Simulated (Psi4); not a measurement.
# CHCl2F (dichlorofluoromethane): CCD/DZ (Cholesky decomposition, Cholesky for correlation, Cartesian functions)

Aim: the energy difference between two shapes of CHCl2F (dichlorofluoromethane) at CCD/DZ (Cholesky decomposition, Cholesky for correlation, Cartesian functions), from 2 runs. 

Program for the calculation: Psi4 1.11.

1 further run of the same task is left out (set aside as unsound or not needed).

**1. Starting point**

CHCl2F has 5 atoms, charge 0, and is taken as a singlet. As SMILES, `FC(Cl)Cl`. The shape is that of a PBE0-D4/def2-TZVP optimisation.

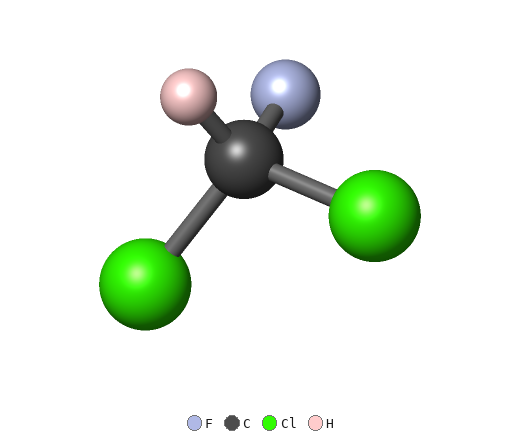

Viewed from a chosen angle; fluorine light blue, carbon dark grey, chlorine green, hydrogen pink.

**2. A single-point energy at CCD/DZ (Cholesky decomposition, Cholesky for correlation, Cartesian functions)**

File calc.dat:

```
memory 1600 MB

molecule system {
  0 1
  F
  C 1 1.340442
  Cl 2 1.759121 1 109.44472
  Cl 2 1.759127 1 109.44475 3 122.53864
  H 2 1.087692 1 109.65805 3 -118.72859
  no_reorient
  no_com
}

set {
  basis       DZ
  scf_type    cd
  freeze_core true
  cc_type     cd
}

energy_value, wavefunction = energy('ccd', return_wfn=True)
print_variables()
```

On the command line:

```sh
$ psi4 -i calc.dat -o calc.out -n 1
```

calc.out, shortened:

```text
[...]
  Running in c1 symmetry.
[...]
  Nuclear repulsion =  211.954273436099840
[...]
  Multiplicity = 1
[...]
  Nalpha       = 25
  Nbeta        = 25
[...]
    Number of basis functions: 58
[...]
   @RHF iter   1: -1056.64893512843832   -8.01770e-02   7.08178e-03 ADIIS/DIIS
[...]
   @RHF iter  11: -1056.74193102143659   -2.72848e-12   3.43908e-09 DIIS
[...]
    Orbital Energies [Eh]
    ---------------------
    Doubly Occupied:
       1A   -104.883554     2A   -104.883527     3A    -26.348338
       4A    -11.471373     5A    -10.607006     6A    -10.606972
       7A     -8.073084     8A     -8.073062     9A     -8.069046
      10A     -8.069024    11A     -8.068990    12A     -8.068968
      13A     -1.690072    14A     -1.232584    15A     -1.140335
      16A     -0.929038    17A     -0.795682    18A     -0.752177
      19A     -0.731096    20A     -0.615147    21A     -0.574381
      22A     -0.512972    23A     -0.492566    24A     -0.484941
      25A     -0.470703
[...]
  @RHF Final Energy: -1056.74193102143659
   => Energetics <=
    Nuclear Repulsion Energy =            211.9542734360998395
    One-Electron Energy =               -1882.1031298933653488
    Two-Electron Energy =                 613.4069254358290664
    Total Energy =                      -1056.7419310214363577
[...]
 Multipole Moments:
 ------------------------------------------------------------------------------------
     Multipole            Electronic (a.u.)      Nuclear  (a.u.)        Total (a.u.)
 ------------------------------------------------------------------------------------
 L = 1.  Multiply by 2.5417464519 to convert [e a0] to [Debye]
 Dipole X            :          0.6951826           -1.2574498           -0.5622672
 Dipole Y            :         -0.3808940            0.6892668            0.3083729
 Dipole Z            :         -0.4172750            0.8210959            0.4038209
 Magnitude           :                                                    0.7578322
[...]
	CD-MP2 Total Energy (a.u.)         : -1057.04273687058162
[...]
```

It took 3.6 s on 1 thread of Intel Xeon Platinum 8259CL at 2.50GHz (Skylake/Cascade Lake), shared host; peak memory 0.2 GiB.

**3. The distorted shape**

File calc.in:

```
memory 1600 MB

molecule geom {
  F     -0.569585     0.117280     1.226653
  C      0.012645     0.081097     0.010051
  Cl     1.499436    -0.887867     0.112216
  Cl    -1.111208    -0.552916    -1.175346
  H      0.317621     1.099022    -0.227906
  no_reorient
  no_com
}

set scf_type cd
set freeze_core true
set cc_type cd

energy('ccd/DZ')
```

On the command line:

```sh
$ psi4 -n 1 calc.in calc.out
```

calc.out, shortened:

```text
[...]
  Running in c1 symmetry.
[...]
  Nuclear repulsion =  210.911589482204818
[...]
  Multiplicity = 1
[...]
  Nalpha       = 25
  Nbeta        = 25
[...]
    Number of basis functions: 58
[...]
   @RHF iter   1: -1056.64817682986200   -1.16418e-01   7.11666e-03 ADIIS/DIIS
[...]
   @RHF iter  11: -1056.74244878852687   -2.95586e-12   5.75780e-09 DIIS
[...]
    Orbital Energies [Eh]
    ---------------------
    Doubly Occupied:
       1A   -104.888508     2A   -104.881817     3A    -26.345613
       4A    -11.472067     5A    -10.611799     6A    -10.604861
       7A     -8.077891     8A     -8.073817     9A     -8.073761
      10A     -8.070899    11A     -8.066959    12A     -8.066907
      13A     -1.683909    14A     -1.230145    15A     -1.140008
      16A     -0.928906    17A     -0.790202    18A     -0.748274
      19A     -0.726871    20A     -0.614979    21A     -0.574274
      22A     -0.512920    23A     -0.493458    24A     -0.485195
      25A     -0.472307
[...]
  @RHF Final Energy: -1056.74244878852687
   => Energetics <=
    Nuclear Repulsion Energy =            210.9115894822048176
    One-Electron Energy =               -1880.0353822746274091
    Two-Electron Energy =                 612.3813440038956060
    Total Energy =                      -1056.7424487885268718
[...]
 Multipole Moments:
 ------------------------------------------------------------------------------------
     Multipole            Electronic (a.u.)      Nuclear  (a.u.)        Total (a.u.)
 ------------------------------------------------------------------------------------
 L = 1.  Multiply by 2.5417464519 to convert [e a0] to [Debye]
 Dipole X            :         -3.3231371            3.5283114            0.2051743
 Dipole Y            :         41.9144649          -41.2946487            0.6198162
 Dipole Z            :         13.2268972          -13.6077912           -0.3808941
 Magnitude           :                                                    0.7558762
[...]
	CD-MP2 Total Energy (a.u.)         : -1057.04441754565823
[...]
```

Run time: 3.6 s. Hardware: 1 thread of Intel Xeon Platinum 8259CL at 2.50GHz (Skylake/Cascade Lake), shared host; peak memory 0.21 GiB.

**4. Results**

At CCD/DZ (Cholesky decomposition, Cholesky for correlation, Cartesian functions), 12 core orbitals frozen:

| quantity | value |
| --- | --- |
| first shape: total energy | -1057.05775 Eh |
| first shape: HOMO energy (Hartree–Fock orbitals) | -12.81 eV |
| first shape: LUMO energy (Hartree–Fock orbitals) | 4.08 eV |
| first shape: HOMO–LUMO gap (Hartree–Fock orbitals) | 16.89 eV |
| first shape: correlation energy (12 core orbitals frozen) | -315.8 mEh |
| distorted shape: total energy | -1057.05937 Eh |
| distorted shape: HOMO energy (Hartree–Fock orbitals) | -12.85 eV |
| distorted shape: LUMO energy (Hartree–Fock orbitals) | 3.95 eV |
| distorted shape: HOMO–LUMO gap (Hartree–Fock orbitals) | 16.80 eV |
| distorted shape: correlation energy (12 core orbitals frozen) | -316.9 mEh |
| energy change with the atoms displaced | -0.044 eV |

In words: With the atoms displaced the energy falls by 0.04 eV (4.3 kJ/mol). The first shape isn't relaxed at this level, so the change isn't measured from a minimum.
